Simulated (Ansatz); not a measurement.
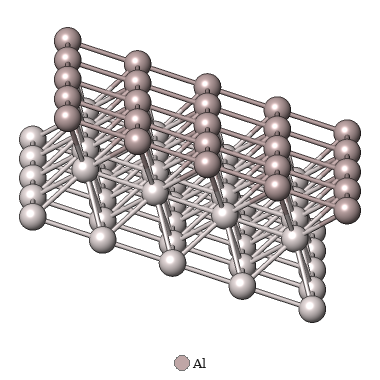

The system is Si on an Al(100) slab cut from the Fm-3m phase, its upper half relaxed before the scan (12 atoms of substrate and one adsorbate in a 2 × 2 cell); the picture shows it without the atoms that are moved over the map. 
- Si is moved over the surface cell; relaxed at each place: the height of the adsorbate's atoms; substrate rigid; the origin of the map has the adsorbate above Al9.
- Places are given modulo a cell vector. The map is drawn in real space over the plane of the surface.
- The scan uses a 6 × 6 grid; 10 points were computed and 26 follow by symmetry.
- Places are given in fractions of the 1 × 1 surface cell.
- Energies are in eV, from the lowest grid point.
- Level of theory: Ansatz 0.2.0, DFT PBE, scalar-relativistic, plane waves, PAW. Settings: cutoff 420 eV, k-mesh 5×5×1, gaussian smearing 0.1 eV, no spin polarisation.

Range: position of Si13 along the first surface vector from 0.000 to 0.833; position of Si13 along the second surface vector from 0.000 to 0.833.

### What will the energy surface look like?

The lowest grid point is at a fourfold hollow over a second-layer Al atom, (3/6, 3/6) of the cell vectors. No other kind of well shows on this grid. The highest grid point, the top site over a surface Al atom, (0/6, 0/6) of the cell vectors, lies 1.60 eV above the lowest. On the interpolated surface the easiest way out of the lowest well to its copy in the next cell or period passes a barrier of about 0.84 eV. At the lowest point the adsorbate has 4 Al at 2.60 Å as nearest neighbours, at the highest 1 Al at 2.33 Å. Its relaxed height above the top atom is 1.64 Å at the lowest and 2.33 Å at the highest point.

```tsv
second ↓, first →	0/6	1/6	2/6	3/6	4/6	5/6
5/6	1.47	1.34	0.98	0.70	0.98	1.34
4/6	1.12	0.98	0.60	0.30	0.60	0.98
3/6	0.84	0.70	0.30	0.00	0.30	0.70
2/6	1.12	0.98	0.60	0.30	0.60	0.98
1/6	1.47	1.34	0.98	0.70	0.98	1.34
0/6	1.60	1.47	1.12	0.84	1.12	1.47
```

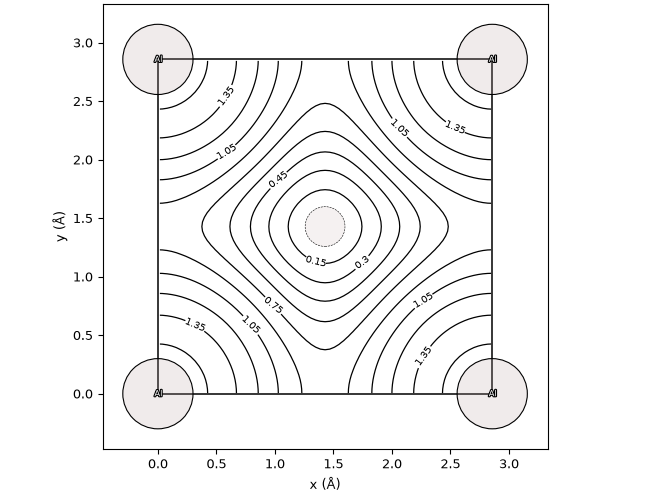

In the figure: contour lines labelled in eV, labelled circles for the atoms of the top layer and small ones for the second layer, the outline of one cell of the plane. Between grid points the surface is interpolated.

The whole map (10 points run) took 110 s on 4 threads of Arm Neoverse V2, with other jobs on the host.
